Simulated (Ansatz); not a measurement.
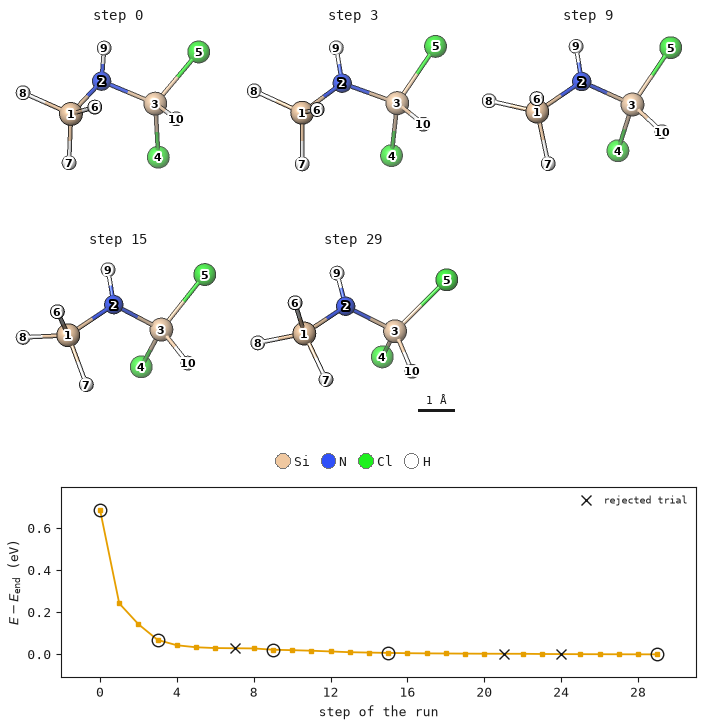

Frames of a relaxation of Si₂NH₅Cl₂ (coarse preliminary run), marked on the history of the run. Style: ball-and-stick. Shown at a tilt.

The start comes from a force field.

Method: Ansatz, RKS PBE-D4/def2-SVP.

Input file:
```yaml
crystal:
  periodic: [false, false, false]
  atoms:
    - {symbol: Si, position_ang: [-0.635100, 0.043100, 1.343900]}
    - {symbol: N, position_ang: [-0.222300, 0.825200, -0.109000]}
    - {symbol: Si, position_ang: [0.422000, -0.258000, -1.200200]}
    - {symbol: Cl, position_ang: [-0.930600, -1.308300, -2.258700]}
    - {symbol: Cl, position_ang: [1.565700, 0.755000, -2.544600]}
    - {symbol: H, position_ang: [0.642800, -0.368400, 1.972600]}
    - {symbol: H, position_ang: [-1.534500, -1.059600, 1.080600]}
    - {symbol: H, position_ang: [-1.266400, 1.072000, 2.210000]}
    - {symbol: H, position_ang: [0.421800, 1.555000, 0.063100]}
    - {symbol: H, position_ang: [1.361800, -1.195400, -0.494300]}
basis:
  gaussian: {orbitals: def2-SVP}
hamiltonian: {xc: pbe, dispersion: d4}
relax: {f_tol: 0.03, max_steps: 200}
```

Launched with:
```bash
ansatz run in.yaml --threads 4 --pin off --events-out ev --progress --plain --max-ram 10444MiB
```

### What happens along the run?

H7 moves most after the best rigid fit: 1.31 Å. Largest moves by element: H 1.31 Å, Cl 1.06 Å, N 0.42 Å, Si 0.31 Å. Among the contacts that change: Si1–Si3 2.771 → 3.135 Å, Si3–Cl4 2.013 → 2.081 Å, Si1–N2 1.701 → 1.765 Å, N2–Si3 1.667 → 1.727 Å. Bond angles that change, for instance: Si1–N2–Si3 110.7° → 127.7°, N2–Si1–H8 106.4° → 112.5°, Si1–N2–H9 110.4° → 116.4°. After 26 accepted moves (29 points after the start) the energy has fallen by 0.687 eV. The largest force component goes from 2 to 0.024 eV/Å. The line search rejected the trial steps at points 7, 21, 24 of the run. The forces were under the threshold at step 22, but the run went on from there. From step 0 to 3: H6 moves most (0.45 Å), energy −0.619 eV. From step 3 to 9: H6 moves most (0.53 Å), energy −0.047 eV. From step 9 to 15: H7 moves most (0.46 Å), energy −0.015 eV. From step 15 to 29: Cl4 moves most (0.47 Å), energy −0.007 eV.
